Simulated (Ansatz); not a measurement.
Nudged elastic band of Si3H4OF2 (part 2 of 2)

Continued. System: Si3H4OF2. Method: RKS LDA/def2-SVP (Ansatz 0.2.0). The run did not end well. It belongs to a series of runs on one base structure; here: band between the two ends.

Geometry of the input (Å):
```
F  0.0183  -2.2544  -0.1406
Si -0.7270  -1.2809  -1.1905
O  0.0343  0.1971  -1.1500
Si 0.5550  1.2545  -0.0033
F  1.0299  2.5366  -0.8566
Si 0.0195  1.0880  2.1556
H  -0.5561  -1.8391  -2.5672
H  -2.1497  -1.1130  -0.7490
H  0.5038  -0.3603  1.9523
H  1.3551  1.7203  2.5523
```

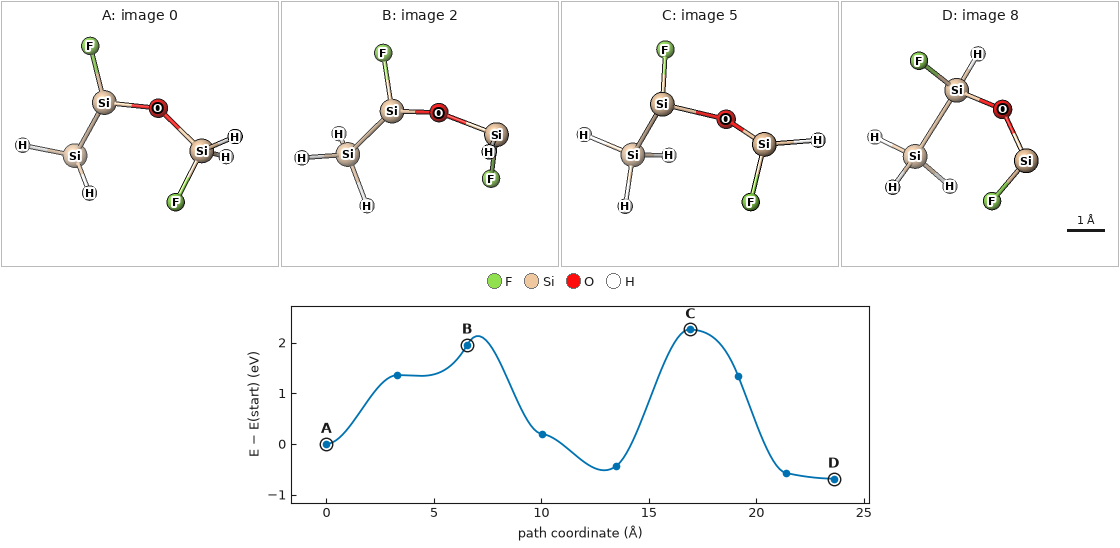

**Figure 1.** Images of the last band (counted from 0; ball-and-stick, seen at a tilt) above the energy along the path; the line is a cubic interpolation that uses the forces. The highest image is number 5, 2.259 eV above the start and 2.944 eV above the end (the climbing image); the end lies 0.685 eV below the start. The path is 23.61 Å long. The band had not converged after 60 iterations.

```
Unfinished report: {"positions_ang":[[0.21352545089139033,-2.662021669318255,-0.9992580910664774],[0.017627162659227095,-1.459007235626571,-2.0646091732427463],[-0.2099477842088241,-0.05815038823485102,-1.2008901796121099],[1.081471363904205,0.8828678877526046,-0.34393191793550265],[0.5854041336751963,2.348243710460152,-0.8969881434972442],[0.015025880043515492,0.712264390843067,1.797361392295652],[-1.0494479129421683,-1.857766393755663,-3.0303513048020876],[-1.482408360123638,0.7222911914717168,1.6388659021576668],[0.45249585604006576,-0.5635186759187457,2.468038757357054],[0.45935520006103076,1.8836971823265454,2.634861758345798]],"unchecked":["starts","cluster_reference","orbital_swaps","neighbouring_geometries","increment"],"mean_field":{"relativity":"none","state":{"energy":{"ev":-31022.591203953507,"hartree":-1140.059198877728},"converged":true,"gradient_ev":9.38680400435547e-6,"stability":{"kind":"minimum","curvature_ev":34.18704202258209},"curvature_floor_ev":0.00030000000000000003,"spin_squared":-2.1316282072803006e-14},"others":[],"fillings":{"estimated":0,"unestimated":0,"tried":0,"untried":0,"excluded_magnetic_sites":0},"n_dropped_functions":0,"n_trapped_functions":0,"passes":{"evaluations":4,"products":31},"factors":{"origin":"density fitting in generated functions","count":1259,"bound_ev":null},"gradient_stop_ev":0.00009,"reference_kind":"stationary","functional":{"name":"SPW92","citations":["Dirac, Proc. Camb. Phil. Soc. 26, 376 (1930) doi:10.1017/S0305004100016108","Slater, Phys. Rev. 81, 385 (1951) doi:10.1103/PhysRev.81.385","Perdew & Wang, Phys. Rev. B 45, 13244 (1992) doi:10.1103/PhysRevB.45.13244"],"text":"name \"SPW92\"\ncite \"Dirac, Proc. Camb. Phil. Soc. 26, 376 (1930) doi:10.1017/S0305004100016108\"\ncite \"Slater, Phys. Rev. 81, 385 (1951) doi:10.1103/PhysRev.81.385\"\ncite \"Perdew & Wang, Phys. Rev. B 45, 13244 (1992) doi:10.1103/PhysRevB.45.13244\"\nexchange = slater_x\ncorrelation = pw_c\n","final_grid":{"core_spheres":13.0,"valence_spheres":11.0,"degree":36.0},"final_grid_parameter_source":"default","radial_points_factor":1.0,"radial_grid_error_ev":2.4352219540683396e-10,"grid_sensitivity":"normal","grid_sensitivity_ratio":0.0},"unsmoothed_excess_ev":-0.00003797668083667787,"symmetry":{"irreps":["A"],"axes":[[0.9968290308970154,0.008773249860968267,-0.07908800950709441],[-0.005209105999980989,0.9989661983018949,0.04515971506708409],[0.07940244565249988,-0.04460453718105682,0.9958442081406438]],"occupied":[{"A":36},{"A":36}]},"density_repulsion":{"missed_ev":0.00008564716875570672,"excess_ev":0.00008564716875570672,"most_excess_ev":0.000936,"are_drawn_again":false,"n_first_factors":1259,"energy_change_ev":0.0,"n_dropped_ends":0},"direct_passes":"host"},"factors":{"origin":"density fitting in generated functions","count":1259,"bound_ev":null},"n_frozen":0,"n_occupied":[36,36],"n_virtual":[80,80],"reference":{"ev":-31022.591203953507,"hartree":-1140.059198877728},"total":{"ev":-31022.591203953507,"hartree":-1140.059198877728},"forces_ev_per_angstrom":[[0.10360759645497213,-0.1101480608001025,-0.050889445210763815],[-0.505779610155359,0.31832127668037635,0.43316079887905745],[2.162647389448521,-0.5928115838607493,-0.35167302950339396],[-1.387916184486624,0.25257978427699523,-0.18271964693569592],[0.18558800032483203,0.0649794862884192,0.17644568186569015],[-0.08036331606143032,-0.008301991431128135,-0.0745947642135169],[-0.4492873557041588,0.07081522519239014,0.0007638491867365004],[-0.0323708820584127,0.018730002391932107,0.08679976853506197],[-0.00038698545206722936,-0.01336043728862426,-0.02894754865088384],[0.00426134769978701,-0.0008037014615516247,-0.008345663955682064]],"charge_distribution":{"dipole_moment_e_ang":[0.01926929721274011,-0.34048898823090357,-0.25178885370593956],"mulliken_charges_e":[-0.2558836311224191,0.5658992736576991,-0.4268999113630816,0.4341871218328315,-0.28255709277052254,-0.01668355016539813,-0.00843002648191482,0.0005321954143140406,-0.008231965910254324,-0.0019324130912705684],"lowdin_charges_e":[0.020204533223822096,0.11813995706633484,-0.02647187033112175,-0.019595737487092535,-0.019117738655687333,0.10049033152161435,-0.053179283283896206,-0.04002601015715013,-0.041919182360998786,-0.038524999535824334]},"n_threads":2,"memory_gib":2.556818182580173,"seconds":{"hamiltonian":0.925836893,"orbitals":0.0,"second_order":0.0,"solver_start":0.0,"cycles":0.0,"cycle":0.0,"perturbative":0.0,"full_ci_increment":0.0,"forces":0.0}}
this run last wrote the band of iteration 60 to [file]
Error: NEB band did not converge after 60 iterations: max|band force component| = 1.45e0 eV/Å (threshold 5.0e-2); raise `neb.max_iterations` in a new run, which can start from the last band evaluated (`neb.initial_path`, with `crystal.atoms` and `neb.final_atoms` set to its first and last images), add images, or start from endpoints closer to local minima. Where this run's directory can be resumed (`checkpoint.write`), a resume goes on for up to `neb.max_iterations` more; to start a new run from the last band, take its images' positions from the `neb_iteration` event of iteration 60 (`data.images[].positions_ang`), in the event stream of the run that computed that iteration (not this run's, if it was resumed behind it). With `checkpoint.write`, `steps/00-neb/state/checkpoint.json` in the run directory holds the last saved band, under `neb.evaluated.images[].positions_ang` (a band under a hybrid functional on support functions is neither saved nor resumed: `neb.initial_path` says where its path is): check the last entry of `neb.iterations` there, which is earlier than 60 if that iteration was not saved or its write failed. If the band's step has no `state` directory and holds `state.next`, a write was cut short, and the file is under `state.next` instead (behind a loss of power it can be under `state.prev`)
this run wrote the band of iteration 60 to [file] as well, whether or not its events were kept: a new run's `neb.initial_path` can list its `images[].positions_ang`
a run's events are kept only if it was started with --events-out <file>, and are in that file
```

**The last band as extended XYZ (Å, eV, eV/Å)**
```
10
Properties=species:S:1:pos:R:3:forces:R:3 image=0 energy=-31024.85020
F     0.0183   -2.2544   -0.1406    0.0095  -0.0030   0.0161
Si   -0.7270   -1.2809   -1.1905   -0.0296   0.0047  -0.0568
O     0.0343    0.1971   -1.1500   -0.0106  -0.0066   0.0227
Si    0.5550    1.2545   -0.0033   -0.0186  -0.0348   0.0237
F     1.0299    2.5366   -0.8566    0.0116   0.0235  -0.0247
Si    0.0195    1.0880    2.1556   -0.0012  -0.0067  -0.0125
H    -0.5561   -1.8391   -2.5672   -0.0071   0.0177   0.0367
H    -2.1497   -1.1130   -0.7490    0.0381  -0.0047  -0.0131
H     0.5038   -0.3603    1.9523   -0.0040   0.0035   0.0026
H     1.3551    1.7203    2.5523    0.0120   0.0066   0.0053
10
Properties=species:S:1:pos:R:3:forces:R:3 image=1 energy=-31023.49477
F    -0.2972   -2.5317   -0.5199    0.0018   0.0296  -0.0292
Si   -0.7289   -1.4054   -1.6128   -0.3436  -0.5204   0.1175
O     0.1008   -0.0439   -1.3024    0.5073   0.2614  -0.1761
Si    1.0950    1.0062   -0.4649   -0.3704   0.0965   0.2473
F     0.6045    2.4824   -0.9516    0.1269   0.0950  -0.0593
Si    0.0904    0.6956    1.6657    0.0705  -0.0615  -0.1549
H    -0.3025   -1.9543   -2.9586   -0.0169   0.0789  -0.0503
H    -1.3617    0.5047    1.2826   -0.0104   0.0218   0.0050
H     0.6194   -0.6064    2.1985    0.0185  -0.0193   0.0604
H     0.2633    1.8018    2.6664    0.0164   0.0180   0.0396
10
Properties=species:S:1:pos:R:3:forces:R:3 image=2 energy=-31022.89201
F    -0.5183   -2.3548   -1.0361    0.2694  -0.5906  -0.2099
Si   -0.3712   -1.5535   -2.4713   -0.6458   0.2063   0.2687
O     0.0174   -0.0751   -1.7142   -0.1897   0.2496   0.0731
Si    0.0303    0.8004   -0.3645    0.2846   0.3316  -0.1024
F    -0.7057    2.1678   -0.8182   -0.0236   0.2316   0.3777
Si    0.0585    0.7079    2.0369    0.0584  -0.0719  -0.1725
H     0.9452   -1.8028   -3.1790    0.3723  -0.3705   0.1231
H    -1.0425    1.3171    2.9063    0.2428   0.0983  -0.3487
H     0.2649   -0.6932    2.5467    0.0728  -0.0536  -0.2294
H     1.4046    1.4351    2.0964   -0.4412  -0.0308   0.2203
10
Properties=species:S:1:pos:R:3:forces:R:3 image=3 energy=-31024.65077
F    -1.1554   -0.9534   -0.6258    0.1368  -0.0491   0.0229
Si    0.8522   -1.7033   -2.2251    0.2319  -0.0768  -0.0584
O     1.2807   -0.4272   -1.1450   -0.1796  -0.1330  -0.1624
Si   -0.0414    0.2429   -0.4389   -0.5034   0.0673  -0.0871
F    -0.6571    1.4512   -1.3142    0.2080   0.0015   0.1655
Si    0.0187    0.5608    1.8458    0.0653   0.0656   0.0393
H    -0.2293   -0.9500   -3.0660    0.0432   0.0829   0.0526
H    -1.3968    0.3196    2.2937    0.0061   0.0340   0.0457
H     0.9201   -0.5107    2.3973   -0.0194   0.0091   0.0133
H     0.4913    1.9188    2.2814    0.0112  -0.0015  -0.0315
10
Properties=species:S:1:pos:R:3:forces:R:3 image=4 energy=-31025.29056
F    -0.0105   -2.6939   -1.1776   -0.1346   0.0826   0.0828
Si    1.0836   -1.9141   -2.1106    0.3606  -0.0025  -0.0836
O     1.1160   -0.4144   -1.3816    0.2602  -0.3120  -0.0648
Si   -0.0482    0.5660   -0.7219   -0.3166   0.1288  -0.0399
F     0.3383    2.0908   -1.1323   -0.1282  -0.2042   0.0058
Si   -0.2191    0.5388    1.6164   -0.0120   0.0148  -0.0773
H    -1.2919    0.1232   -1.4712   -0.0207   0.3283   0.2527
H    -1.6873    0.6600    1.9267   -0.0335   0.0128   0.0425
H     0.3012   -0.7274    2.2417    0.0092  -0.0329  -0.0682
H     0.5009    1.7198    2.2136    0.0155  -0.0157  -0.0500
10
Properties=species:S:1:pos:R:3:forces:R:3 image=5 energy=-31022.59117
F     0.2135   -2.6620   -0.9993    0.1036  -0.1101  -0.0509
Si    0.0176   -1.4590   -2.0646   -0.5058   0.3183   0.4332
O    -0.2099   -0.0582   -1.2009    2.1626  -0.5928  -0.3517
Si    1.0815    0.8829   -0.3439   -1.3879   0.2526  -0.1827
F     0.5854    2.3482   -0.8970    0.1856   0.0650   0.1764
Si    0.0150    0.7123    1.7974   -0.0804  -0.0083  -0.0746
H    -1.0494   -1.8578   -3.0304   -0.4493   0.0708   0.0008
H    -1.4824    0.7223    1.6389   -0.0324   0.0187   0.0868
H     0.4525   -0.5635    2.4680   -0.0004  -0.0134  -0.0289
H     0.4594    1.8837    2.6349    0.0043  -0.0008  -0.0083
10
Properties=species:S:1:pos:R:3:forces:R:3 image=6 energy=-31023.50577
F    -0.0345   -2.7229   -0.9903   -0.0580  -0.0510   0.0411
Si    0.2013   -1.5794   -2.1314    0.0223  -0.1402  -0.1451
O     1.1512   -0.4251   -1.2437    0.9354  -0.1384   0.0825
Si    0.1907    0.7096   -0.6089   -0.5929  -0.1585  -0.2612
F     0.6637    2.2008   -1.0272   -0.0849  -0.0626  -0.1204
Si   -0.1493    0.6356    1.7055   -0.1259  -0.0212  -0.0097
H    -1.1491   -0.7819   -2.2398   -0.0035   0.6471   0.5690
H    -1.6341    0.7708    1.8442   -0.1050  -0.0148   0.1382
H     0.3265   -0.6610    2.2986   -0.0074  -0.0272  -0.1099
H     0.5168    1.8024    2.3961    0.0200  -0.0332  -0.1846
10
Properties=species:S:1:pos:R:3:forces:R:3 image=7 energy=-31025.42270
F    -0.5937   -2.2337   -0.5834   -0.0157   0.0182   0.0189
Si    0.8226   -2.2465   -1.4398    0.0380  -0.0494   0.0449
O     1.0983   -0.6112   -1.4278    0.0246   0.0189  -0.0203
Si    0.1209    0.6373   -0.8747   -0.0451  -0.0144   0.0040
F     0.9228    2.0085   -1.1837    0.0090  -0.0142  -0.0221
Si   -0.2317    0.4665    1.4309    0.0111  -0.0054  -0.0331
H    -1.1192    0.6291   -1.7253   -0.0018   0.0884   0.0443
H    -1.7067    0.3344    1.7002   -0.0106  -0.0264  -0.0005
H     0.4864   -0.7372    1.9821    0.0050  -0.0052  -0.0192
H     0.2834    1.7018    2.1245   -0.0144  -0.0104  -0.0168
10
Properties=species:S:1:pos:R:3:forces:R:3 image=8 energy=-31025.53514
F     0.0098   -2.3246    0.1173    0.0029  -0.0013   0.0010
Si    0.3638   -2.3053   -1.4939   -0.0017  -0.0083   0.0025
O     0.3220   -0.6689   -1.7609   -0.0071   0.0122  -0.0002
Si    0.1572    0.7724   -0.9226    0.0117   0.0078  -0.0096
F     1.5873    1.5279   -1.0332   -0.0018  -0.0016   0.0031
Si   -0.3014    0.3848    1.3278   -0.0040  -0.0065   0.0005
H    -0.8461    1.6018   -1.6708    0.0003  -0.0059   0.0043
H    -1.5862   -0.3867    1.4568   -0.0001   0.0017   0.0010
H     0.8372   -0.3659    1.9590    0.0010   0.0013  -0.0003
H    -0.4606    1.7135    2.0236   -0.0013   0.0006  -0.0022
```

**What the run reported**

| quantity | value |
| --- | --- |
| outcome | not converged |
| barrier, forward (band not converged) | 2.259 eV |
| barrier, backward | 2.944 eV |
| hardware | 2 threads of Intel Xeon (Sapphire Rapids), 16 GiB of memory available, shared host |
| wall time | 6.9 min (CPU time 13 min) |
| peak memory | 0.24 GiB |

**What went wrong**

The run did not converge: “NEB band did not converge after 60 iterations: max|band force component| = 1.45e0 eV/Å (threshold 5.0e-2); raise `neb.max_iterations` in a new run, which can start from the last band evaluated (`neb.initial_path`, with `crystal.atoms` and `neb.final_atoms` set to its first and last images), add images, or start from endpoints closer to local minima …” Its last values are not results.
